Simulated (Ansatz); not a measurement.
# Cl2H2Sn: molecular dynamics

The plan is to follow the molecule's vibrations and see whether its bonds hold. The start is relaxed first. Runs: 40 steps of 4 fs under a Langevin thermostat at 700 K. SMILES of the start: [Cl][SnH2][Cl].

All numbers below are computed with Ansatz 0.2.0 (RKS PBE-D4/def2-SVP).

## 1. The starting structure

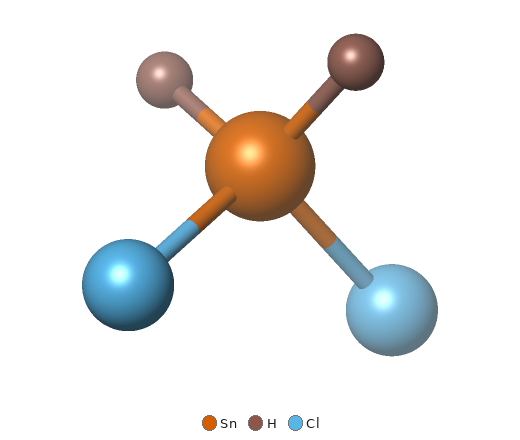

Start, viewed from a free direction; tin orange, hydrogen brown, chlorine blue.

Coordinates:

```xyz
5

Sn    0.0000    0.0000    0.0000
H     0.0000    0.0000    1.7400
Cl    2.2726    0.0000   -0.8025
Cl   -1.1351    1.9666   -0.8025
H    -0.8195   -1.4198   -0.5794
```

## 2. Relaxing the start

input.yaml

```yaml
crystal:
  periodic: [false, false, false]
  atoms:
    - { symbol: Sn, position_ang: [0.0, 0.0, 0.0] }
    - { symbol: H, position_ang: [0.0, 0.0, 1.74] }
    - { symbol: Cl, position_ang: [2.2726, 0.0, -0.8025] }
    - { symbol: Cl, position_ang: [-1.1351, 1.9666, -0.8025] }
    - { symbol: H, position_ang: [-0.8195, -1.4198, -0.5794] }
basis:
  gaussian: { orbitals: def2-SVP }
hamiltonian:
  xc: pbe
  dispersion: d4
relax:
  f_tol: 0.02
  max_steps: 40
```

Command:

```console
$ ansatz run input.yaml --threads 1 --pin off --max-ram 2048MiB --backend cpu --events-out ev --progress --plain --runs-dir out
```

The program printed, shortened:

```text
Warning: RAYON_NUM_THREADS=1 ignored (pool sized by the plan → 1); use --threads N
[...]
Functional definition: PBE
[...]
797 factors; their error is unknown
[...]
mean field -30892.68523145 eV, -1135.2852424417 hartree, gradient 2.8e-5 eV, S^2 0.000000; 0 other end points of the search recorded, 0 dependent functions left out
[...]
reference -30892.68526604 eV, -1135.2852437127 hartree; 29, 29 occupied and 43, 43 virtual orbitals, 797 factors
relax step   1: F+E_penalty+E_count = -30892.80832927 eV  Δ(F+E_penalty+E_count) = +0.000e0 eV  max|allowed force component| = 6.125e-1 eV/Å  Δτ_max = 0.0000 Å  (23 SCF iters, accepted)
[...]
relax step   3: F+E_penalty+E_count = -30892.87538254 eV  Δ(F+E_penalty+E_count) = -4.493e-2 eV  max|allowed force component| = 3.488e-2 eV/Å  Δτ_max = 0.0989 Å  (22 SCF iters, accepted)
[...]
relax step   4: F+E_penalty+E_count = -30892.87552097 eV  Δ(F+E_penalty+E_count) = -1.384e-4 eV  max|allowed force component| = 7.661e-3 eV/Å  Δτ_max = 0.0040 Å  (20 SCF iters, accepted)
797 factors; their error is unknown
mean field -30892.74933732 eV, -1135.2875982888 hartree, gradient 1.3e-5 eV, S^2 0.000000; 1 other end points of the search recorded, 0 dependent functions left out
[...]
reference -30892.74937164 eV, -1135.2875995501 hartree; 29, 29 occupied and 43, 43 virtual orbitals, 797 factors
Total energy: -30892.87555530 eV, -1135.2922367140 hartree
Atom 0 at    -0.022387    -0.039542     0.032671 Å, force     0.004485     0.007661    -0.006152 eV/Å
Atom 1 at     0.046797     0.080663     1.746962 Å, force    -0.000770    -0.001327     0.003254 eV/Å
Atom 2 at     2.198761     0.000739    -0.776888 Å, force    -0.003904     0.000108     0.001302 eV/Å
Atom 3 at    -1.097923     1.904072    -0.777312 Å, force     0.002018    -0.003280     0.001284 eV/Å
Atom 4 at    -0.807248    -1.399132    -0.669834 Å, force    -0.001829    -0.003162     0.000312 eV/Å
Dipole moment:    -0.218393    -0.378189     0.308729 e Å
```

Run time: 9.1 s. Hardware: 1 thread of Arm Neoverse V1, shared host; peak memory 0.12 GiB.

Step by step:

| step | energy from step 1 (eV) | largest force component (eV/Å) |
| --- | --- | --- |
| 1 | 0.0000 | 0.6125 |
| 2 | -0.0221 | 0.3994 |
| 3 | -0.0671 | 0.0349 |
| 4 | -0.0672 | 0.0077 |

Step 1 is the start.

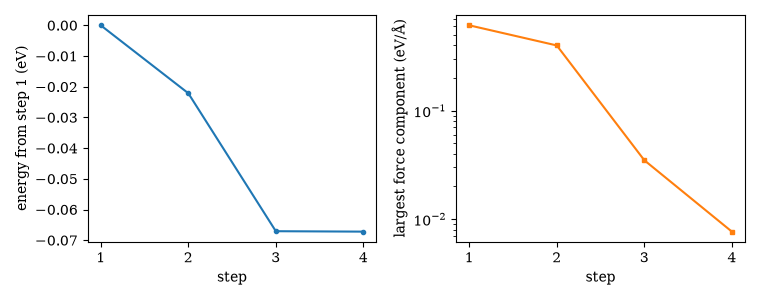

Energy and largest force along the relaxation.

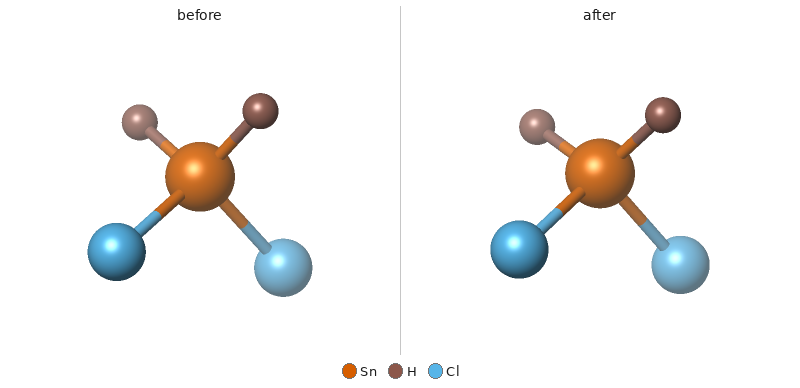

The structure before (left) and after (right), drawn at the same scale.

After: Bond lengths: Sn1–H2 1.720 Å, Sn1–Cl3 2.364 Å, Sn1–Cl4 2.364 Å, Sn1–H5 1.720 Å. Angles: H2–Sn1–Cl3 107.6°, H2–Sn1–Cl4 107.6°, H2–Sn1–H5 118.7°, Cl3–Sn1–Cl4 107.2°, Cl3–Sn1–H5 107.6°, Cl4–Sn1–H5 107.6°.

## 3. Dynamics

40 steps of 4 fs under a Langevin thermostat at 700 K, from the relaxed start.

input.yaml

```yaml
crystal:
  periodic: [false, false, false]
  atoms:
    - { symbol: Sn, position_ang: [-0.022387, -0.039542, 0.032671] }
    - { symbol: H, position_ang: [0.046797, 0.080663, 1.746962] }
    - { symbol: Cl, position_ang: [2.198761, 0.000739, -0.776888] }
    - { symbol: Cl, position_ang: [-1.097923, 1.904072, -0.777312] }
    - { symbol: H, position_ang: [-0.807248, -1.399132, -0.669834] }
basis:
  gaussian: { orbitals: def2-SVP }
hamiltonian:
  xc: pbe
  dispersion: d4
md:
  timestep: 4.0
  n_steps: 40
  ensemble: nvt_langevin
  temperature: 700.0
  initial_velocities: maxwell_boltzmann
  seed: 788121
  friction: 0.05
```

Command:

```console
$ ansatz run input.yaml --threads 1 --pin off --max-ram 2048MiB --backend cpu --events-out ev --progress --plain --runs-dir out
```

The program printed, shortened:

```text
Warning: RAYON_NUM_THREADS=1 ignored (pool sized by the plan → 1); use --threads N
[...]
[... 1 set-up line as earlier in the session ...]
[...]
797 factors; their error is unknown
[...]
mean field -30892.74933732 eV, -1135.2875982891 hartree, gradient 3.0e-5 eV, S^2 0.000000; 0 other end points of the search recorded, 0 dependent functions left out
[...]
reference -30892.74937165 eV, -1135.2875995504 hartree; 29, 29 occupied and 43, 43 virtual orbitals, 797 factors
md step     0: t =     0.00 fs  T =   560.0 K  F+E_penalty+E_count = -30892.87552097 eV  E_kin = 0.361928 eV  (23 SCF iters)
[...]
md step    10: t =    40.00 fs  T =   480.6 K  F+E_penalty+E_count = -30892.75805693 eV  E_kin = 0.310641 eV  (28 SCF iters, 9 dispersion substeps)
[...]
md step    20: t =    80.00 fs  T =   398.9 K  F+E_penalty+E_count = -30892.51508504 eV  E_kin = 0.257809 eV  (25 SCF iters, 9 dispersion substeps)
[...]
md step    30: t =   120.00 fs  T =   997.5 K  F+E_penalty+E_count = -30892.71084638 eV  E_kin = 0.644678 eV  (23 SCF iters, 9 dispersion substeps)
[...]
md step    39: t =   156.00 fs  T =   458.8 K  F+E_penalty+E_count = -30892.77328641 eV  E_kin = 0.296509 eV  (26 SCF iters, 9 dispersion substeps)
[...]
md step    40: t =   160.00 fs  T =   540.0 K  F+E_penalty+E_count = -30892.77805972 eV  E_kin = 0.349012 eV  (24 SCF iters, 9 dispersion substeps)
Total energy: -30892.77809437 eV, -1135.2886550912 hartree
Atom 0 at     0.272195    -0.165692    -0.180619 Å, force     0.636017     0.322293     1.374311 eV/Å
Atom 1 at     0.126695    -0.478519     1.577806 Å, force     0.207099     0.189821    -0.722892 eV/Å
Atom 2 at     2.598620    -0.065293    -0.789511 Å, force    -0.582222     0.016210     0.116515 eV/Å
Atom 3 at    -0.737939     1.946804    -0.507920 Å, force     0.071895    -0.040161    -0.114580 eV/Å
Atom 4 at    -0.490646    -1.350889    -1.067794 Å, force    -0.332788    -0.488163    -0.653355 eV/Å
Dipole moment:    -0.252568    -0.392384     0.111900 e Å
```

Wall time 77 s (1 thread of Arm Neoverse V1, shared host); peak memory 0.12 GiB.

## 4. The trajectory

One step in 3; energies are changes from step 0:

| time (fs) | T (K) | potential energy change (meV/atom) |
| --- | --- | --- |
| 0.0 | 560 | 0.0 |
| 12.0 | 369 | 59.6 |
| 24.0 | 575 | 81.0 |
| 36.0 | 381 | 70.0 |
| 48.0 | 513 | 41.3 |
| 60.0 | 530 | 24.7 |
| 72.0 | 463 | 84.9 |
| 84.0 | 628 | 46.0 |
| 96.0 | 697 | 83.2 |
| 108.0 | 973 | 34.8 |
| 120.0 | 997 | 32.9 |
| 132.0 | 548 | 72.4 |
| 144.0 | 699 | 37.4 |
| 156.0 | 459 | 20.4 |
| 160.0 | 540 | 19.5 |

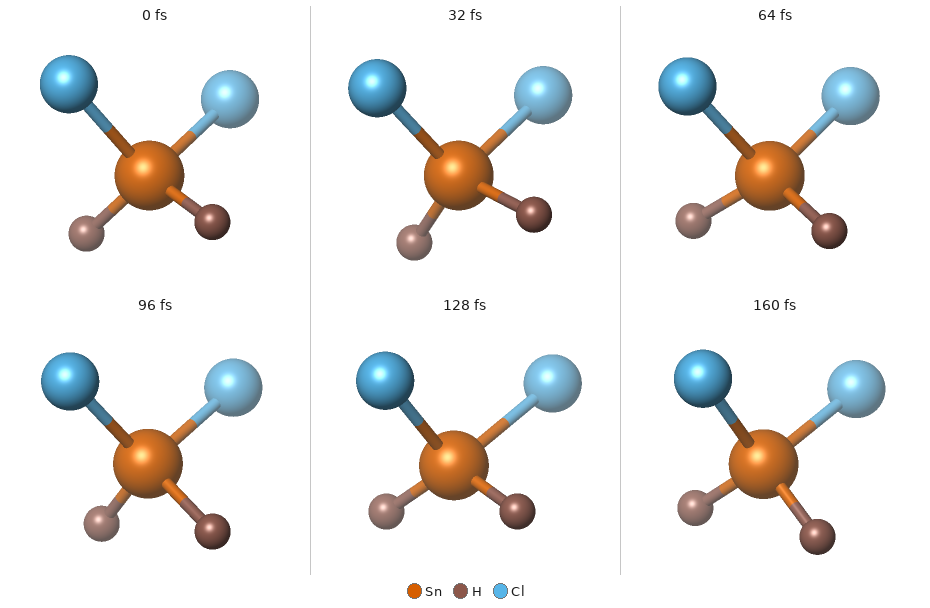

The system at six times, viewed from a free direction. Sticks join atoms within a bonding distance in each frame.

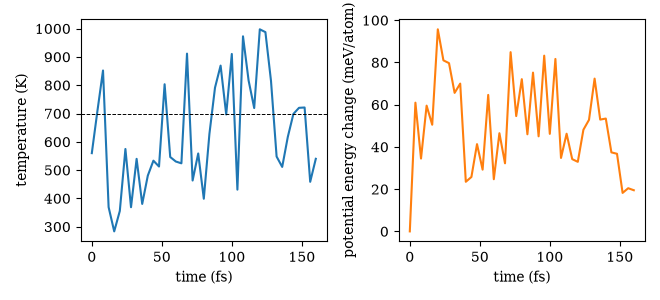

Time series of the run, each on its own scale. The dashed line is the set temperature.

## 5. Positions and forces

Positions (Å) and forces (eV/Å):

```xyz
5
time_fs=20.0 T=356 dE=0.4785
Sn   -0.060   -0.036    0.013    2.793    2.657    2.117
H    -0.042    0.125    1.806    0.090   -0.058   -0.886
Cl    2.295   -0.029   -0.826   -1.276    0.097    0.465
Cl   -1.153    1.891   -0.709   -0.193    0.260   -0.275
H    -0.594   -1.370   -0.528   -1.415   -2.957   -1.421
5
time_fs=40.0 T=481 dE=0.1175
Sn   -0.009   -0.062   -0.012    0.569    0.360   -1.046
H     0.072    0.234    1.614    0.053    0.039    0.992
Cl    2.273    0.047   -0.823   -0.683   -0.004    0.175
Cl   -1.170    1.912   -0.758    0.202   -0.572   -0.029
H    -0.603   -1.577   -0.580   -0.141    0.177   -0.091
5
time_fs=60.0 T=530 dE=0.1235
Sn    0.068   -0.070    0.009   -1.193    1.183    0.103
H    -0.082    0.071    1.735    0.264   -0.186   -0.204
Cl    2.270    0.095   -0.754    0.277   -0.072   -0.042
Cl   -1.116    1.943   -0.721    0.490   -0.579    0.203
H    -0.863   -1.235   -0.819    0.163   -0.347   -0.060
5
time_fs=80.0 T=399 dE=0.3604
Sn    0.135   -0.075    0.032   -0.830    0.897    1.940
H     0.417   -0.018    1.866   -0.523   -0.235   -1.332
Cl    2.292    0.088   -0.656    1.497    0.037   -0.637
Cl   -1.004    1.898   -0.654    0.083    0.179    0.175
H    -0.767   -1.049   -0.977   -0.227   -0.878   -0.146
5
time_fs=100.0 T=910 dE=0.2309
Sn    0.159   -0.092   -0.011    0.076   -1.434    1.345
H     0.021   -0.161    1.805    0.152    0.155   -0.976
Cl    2.408    0.063   -0.675    0.226    0.226   -0.042
Cl   -0.989    1.846   -0.611   -0.237    0.227   -0.317
H    -0.214   -1.722   -0.651   -0.217    0.826   -0.011
5
time_fs=120.0 T=997 dE=0.1647
Sn    0.165   -0.141   -0.074    0.834    0.225   -0.507
H     0.080   -0.173    1.641    0.111   -0.099    0.055
Cl    2.574    0.077   -0.732   -1.439   -0.132    0.353
Cl   -0.963    1.920   -0.576    0.257   -0.474   -0.060
H    -0.537   -1.504   -0.950    0.237    0.479    0.159
5
time_fs=140.0 T=617 dE=0.2672
Sn    0.201   -0.176   -0.168    1.553    0.457    0.662
H     0.452   -0.224    1.636   -0.400   -0.228   -1.094
Cl    2.626    0.010   -0.798   -1.394   -0.097    0.178
Cl   -0.905    1.901   -0.523    0.116   -0.161   -0.040
H    -0.562   -1.284   -1.267    0.125    0.029    0.295
5
time_fs=160.0 T=540 dE=0.0975
Sn    0.272   -0.166   -0.181    0.636    0.322    1.374
H     0.127   -0.478    1.578    0.207    0.190   -0.723
Cl    2.599   -0.065   -0.789   -0.582    0.016    0.117
Cl   -0.738    1.947   -0.508    0.072   -0.040   -0.115
H    -0.491   -1.351   -1.068   -0.333   -0.488   -0.653
```

## 6. What came out

| quantity | value |
| --- | --- |
| relaxation of the start | 3 moves, 0.067 eV lower |
| length | 40 steps of 4 fs |
| temperature, first and last step | 560 and 540 K |
| temperature, second half | mean 707 K, from 399 to 997 K |
| potential energy, second half | +48 meV/atom from the start |
| bonds formed or broken | 0 |

What this shows: Against a set 700 K the second half averages 707 K with a spread of 179 K. A step of 4 fs is long for atoms as light as 1 u, and this run prints no conserved energy by which to check it. No bond forms or breaks. A run of 160 fs with 5 atoms shows the motion but fixes no equilibrium value. The nuclei move classically, without zero-point motion, which matters most for hydrogen.
